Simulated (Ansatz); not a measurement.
Band structure of ScFeC2 (P4/nmm, 8 atoms in the cell).

```yaml
crystal:
  lattice:
    - [3.39346, 0.00000, 0.00000]
    - [0.00000, 3.39346, 0.00000]
    - [0.00000, 0.00000, 7.40057]
  atoms:
    - { symbol: Sc, position: [0.00000, 0.50000, 0.65165] }
    - { symbol: Sc, position: [0.50000, 0.00000, 0.34835] }
    - { symbol: Fe, position: [0.00000, 0.00000, 0.00000], spin: 4.0 }
    - { symbol: Fe, position: [0.50000, 0.50000, 0.00000], spin: 4.0 }
    - { symbol: C, position: [0.00000, 0.50000, 0.15651] }
    - { symbol: C, position: [0.50000, 0.00000, 0.84349] }
    - { symbol: C, position: [0.00000, 0.50000, 0.34990] }
    - { symbol: C, position: [0.50000, 0.00000, 0.65010] }
```
(The spins are starting values, not results.)

Computed with LDA (PW92), PAW files made with PBE (plane waves; Ansatz, an electronic-structure program).

Settings: kpoints.mp_grid.grid = 5 5 3; hamiltonian.xc = lda; hamiltonian.pseudopotentials = {kind: paw} (the program's default PAW files); magnetization.spin_polarized = true; scf.occupations.method = fermi_dirac; scf.occupations.width = 0.1 eV; kpoints.band_path.npoints = 8.

The starting cell comes from a database of computed structures (which also holds hypothetical and non-ambient phases and stackings), without a prior relaxation at this level. Its lattice was rescaled by a random factor within 2.5 % of one. The moments shrank to a small part of their start, a low-spin state that need not be the lowest.

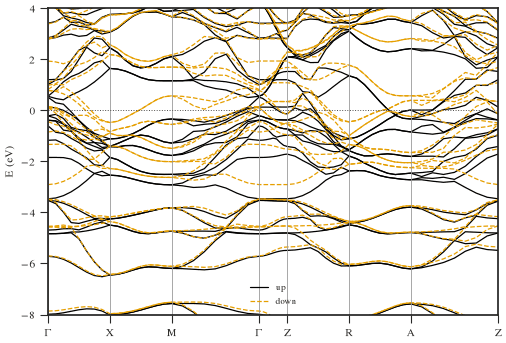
Figure. Bands along the path, energies from the Fermi level.

Levels in eV from the Fermi level, bands 33 to 40 of the first spin channel:
```csv
point,33,34,35,36,37,38,39,40
Γ,-0.22,-0.22,0.13,0.51,0.55,0.55,1.01,1.20
X,-1.42,-1.42,-1.12,-1.12,1.64,1.64,2.45,2.45
M,-1.28,-1.28,-0.34,-0.34,1.16,1.16,2.11,2.11
Z,-0.38,-0.38,-0.14,0.13,1.20,1.52,2.09,2.09
R,-1.54,-1.54,-1.12,-1.12,1.36,1.36,3.10,3.10
A,-0.85,-0.85,-0.34,-0.34,0.01,0.01,2.42,2.42
```

Bands cross the Fermi level along this path, so the cell is metallic at this level.

The net moment of the cell came out as 1.52 μB.

Keys are those of Ansatz 0.2.
